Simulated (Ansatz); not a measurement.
# MoS$_{3}$ (charge −1, doublet): what the fields show

The calculation's input:

```
crystal:
  periodic: [false, false, false]
  atoms:
    - {symbol: Mo, position_ang: [0.000756, 0.001401, -0.001048]}
    - {symbol: S, position_ang: [1.743954, 0.037338, 1.267755]}
    - {symbol: S, position_ang: [-1.696747, 1.247225, 0.463432]}
    - {symbol: S, position_ang: [-0.047964, -1.285964, -1.730139]}
basis:
  gaussian: {orbitals: def2-TZVPD, initial_orbitals: start.molden}
total_charge: -1
magnetization: {spin_polarized: true, initial_magnetization: 1}
hamiltonian: {xc: pbe0, dispersion: d4}
scf: {omitted_lower_state_checks: [starts]}
output: {orbitals: {seedname: orbitals}}
```

Run with:

```sh
ansatz run in.yaml --threads 4 --pin off --events-out ev --progress --plain --max-ram 3916MiB
```

Geometry: PBE0-D4/def2-SVPD; core potentials replace the inner electrons of Mo.

The calculation used UKS PBE0-D4/def2-TZVPD (Ansatz).

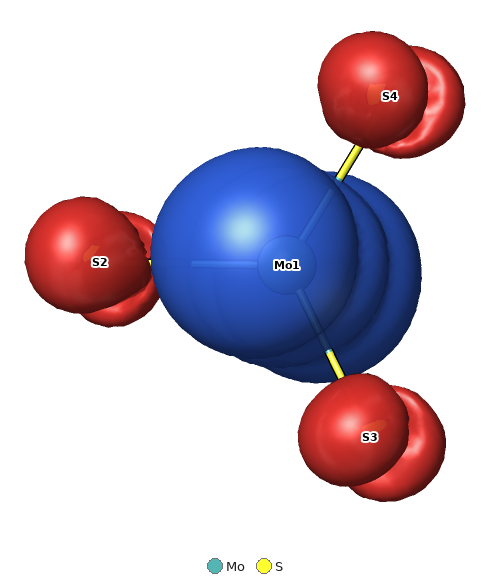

Figure 1. Isosurfaces of the spin density (α minus β) at +0.02 (blue) and −0.02 e/Å³ (red), seen at a tilt.

Question: Which atoms carry the spin?

Answer: The unpaired spin (1 electron) lies mostly on Mo1 (about 1.2), in electrons by Hirshfeld's partition, with opposite, polarisation-induced spin on S2, S3 and S4.

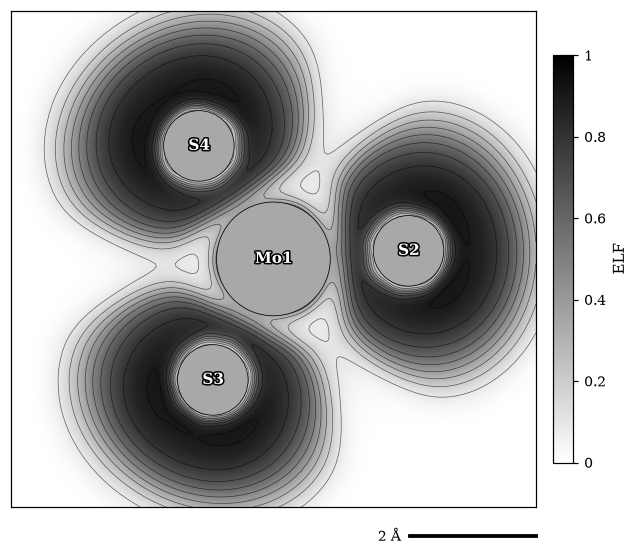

Figure 2. ELF on the molecular plane. Grey discs cover the atomic cores.

Question: What does the map show?

Answer:
- Atoms in the plane: Mo and S.
- Mo–S (2.16 Å): the ELF peaks at about 0.75 in the valence shell of S, 0.8 Å from its nucleus, and is about 0.45 at the midpoint.

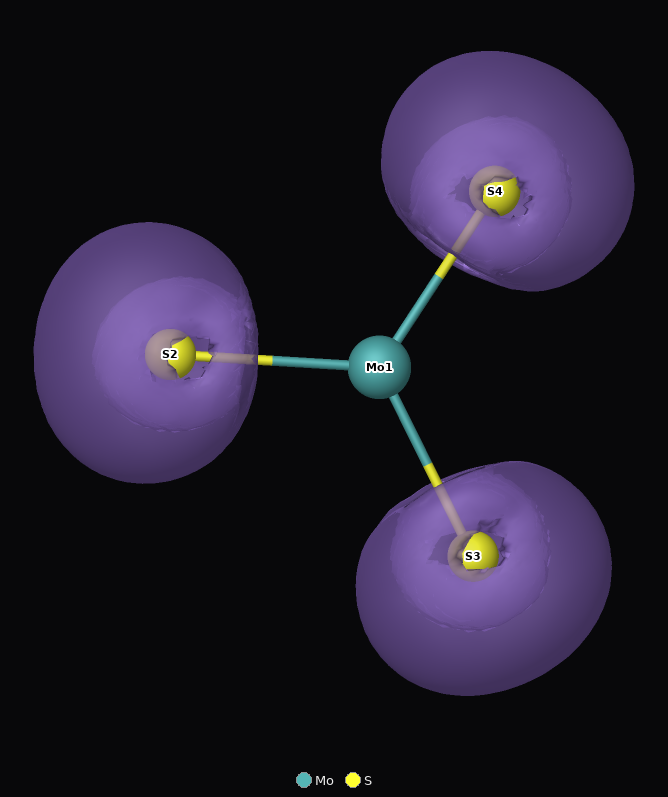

Figure 3. Isosurface of the ELF at 0.8 (purple), seen across its widest extent. Only the valence region is drawn (cores and ρ < 0.01 e/Å³ removed).

Question: Where are the electrons localised?

Answer: The surface consists of three rings or bowls of non-bonding electrons around S.
